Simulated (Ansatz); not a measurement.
## Two runs on CH8ClNSi2

System: CH8ClNSi2.
Method of run 1: RKS SPW92 (LDA)/def2-TZVPP (Ansatz 0.2.0).

The geometry comes from this level: PBE0-D4/def2-TZVP. Text and figures count atoms from 1; the logs count them from 0 in places.

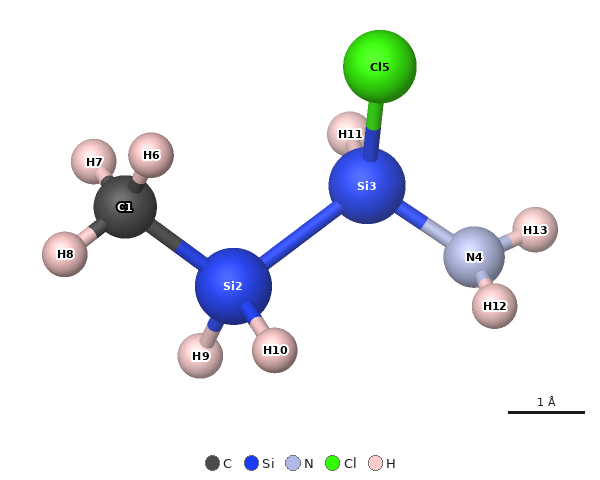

Fig. 1: The structure as given in the input (ball-and-stick view, seen at a tilt; atoms are numbered from 1 in the order of the input).

Input file, run 1:
```yaml
crystal:
  periodic: [false, false, false]
  atoms:
    - {symbol: C, position_ang: [-0.778207, -1.038479, 1.892707]}
    - {symbol: Si, position_ang: [0.543823, -0.703093, 0.609596]}
    - {symbol: Si, position_ang: [-0.291270, 0.581296, -1.156470]}
    - {symbol: N, position_ang: [0.997229, 1.200647, -2.087280]}
    - {symbol: Cl, position_ang: [-1.498000, 2.043043, -0.272341]}
    - {symbol: H, position_ang: [-1.193179, -0.098379, 2.261739]}
    - {symbol: H, position_ang: [-1.594638, -1.623358, 1.463399]}
    - {symbol: H, position_ang: [-0.367950, -1.593883, 2.738768]}
    - {symbol: H, position_ang: [1.100950, -1.975638, 0.069524]}
    - {symbol: H, position_ang: [1.676121, 0.063865, 1.207490]}
    - {symbol: H, position_ang: [-1.200024, -0.126617, -2.091685]}
    - {symbol: H, position_ang: [1.800459, 1.608747, -1.636578]}
    - {symbol: H, position_ang: [0.825088, 1.627051, -2.984069]}
basis:
  gaussian: {orbitals: def2-TZVPP}
hamiltonian: {xc: lda}
output: {orbitals: {seedname: orbitals}}
```

Launched with:
```bash
ansatz run in.yaml --threads 4 --pin off --events-out ev --progress --plain --max-ram 10444MiB
```

Hardware: 4 threads of AMD EPYC, 23 GiB of memory available, shared host.

Output (run 1):
```
Functional definition: SPW92
  exchange = slater_x
  correlation = pw_c
1677 factors; their error is unknown
mean field evaluation 1: about -30794.5020 eV, gradient 9.5e1 eV
mean field evaluation 2: about -30743.2097 eV, gradient 1.5e2 eV
mean field evaluation 4: about -30812.0874 eV, gradient 1.9e1 eV
mean field evaluation 8: about -30812.9021 eV, gradient 1.5e-1 eV
mean field evaluation 16: about -30812.8551 eV, gradient 4.5e-4 eV
mean field -30812.85513918 eV, -1132.3515406616 hartree, gradient 1.9e-5 eV, S^2 0.000000; 0 other end points of the search recorded, 0 dependent functions left out
reference -30812.85518492 eV, -1132.3515423423 hartree; 33, 33 occupied and 267, 267 virtual orbitals, 1677 factors
Total energy: -30812.85518492 eV, -1132.3515423423 hartree
```

Run 2 used a changed input.

The two runs side by side:

```tsv
quantity	run 1	run 2
outcome	converged	converged
total energy (hartree)	−1132.351542	−1136.753532
HOMO (eV)	−6.55	−6.82
LUMO (eV)	−1.16	−0.90
basis functions	300	300
wall time (shared host)	2.1 s	9 s
```

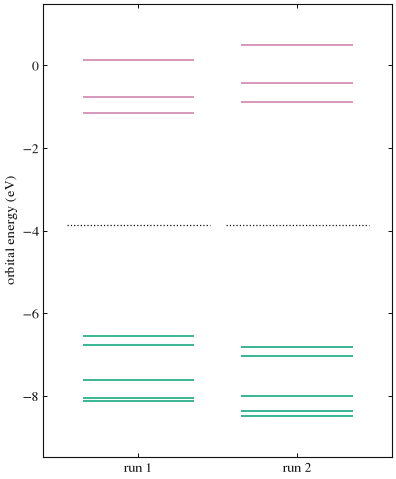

Fig. 2: The five highest filled and three lowest empty orbital energies of the two runs; the dotted lines part filled from empty levels. The HOMO–LUMO gap is 5.38 eV in run 1 and 5.92 eV in run 2.

What was changed in the input?

The change (lines with − go, lines with + come):
```diff
-hamiltonian: {xc: lda}
+hamiltonian: {xc: {name: B97M-V}}
```

The total energies belong to different methods, so their difference says nothing on which is more stable or more accurate. The HOMO goes from −6.55 to −6.82 eV. The LUMO goes from −1.16 to −0.90 eV. On the same kind of shared host run 2 took about 4.3 times as long.

Output (run 2):
```
Functional definition: B97M-V
  parameter cx00 = 1.000
  parameter cx01 = 1.308
  parameter cx02 = 1.901
  parameter cx10 = 0.416
  parameter cx11 = 3.070
  parameter css00 = 1.000
  parameter css02 = -1.855
  parameter css10 = -5.668
  parameter css32 = -20.497
  parameter css42 = -20.364
  parameter cos00 = 1.000
  parameter cos01 = 1.573
  parameter cos03 = -6.298
  parameter cos10 = 2.535
  parameter cos32 = -6.427
  parameter b = 6.0
  parameter c = 0.01
  gx(w, u) = cx00 + cx01*u + cx02*u^2 + (cx10 + cx11*u)*w
  gss(w, u) = css00 + css02*u^2 + css10*w + (css32*w^3 + css42*w^4)*u^2
  gos(w, u) = cos00 + cos01*u + cos03*u^3 + cos10*w + cos32*w^3*u^2
  exchange = spin_sum(e_x_unif_s*gx(b97_w, b97_u_x))
  correlation = spin_sum(e_c_pw_mod_same_spin*gss(b97_w, b97_u_same))
      + integral(e_c_pw_mod_opposite_spin*gos(b97_w_opposite, b97_u_opposite)) + vv10(b, c)
1677 factors; their error is unknown
mean field evaluation 1: about -30920.0807 eV, gradient 7.8e1 eV
mean field evaluation 2: about -30896.4701 eV, gradient 1.2e2 eV
mean field evaluation 4: about -30932.4421 eV, gradient 1.0e1 eV
mean field evaluation 8: about -30932.6892 eV, gradient 2.6e-1 eV
mean field evaluation 16: about -30932.6394 eV, gradient 1.3e-3 eV
mean field -30932.63935432 eV, -1136.7535293754 hartree, gradient 5.5e-5 eV, S^2 0.000000; 0 other end points of the search recorded, 0 dependent functions left out
reference -30932.63942648 eV, -1136.7535320271 hartree; 33, 33 occupied and 267, 267 virtual orbitals, 1677 factors
Total energy: -30932.63942648 eV, -1136.7535320271 hartree
```
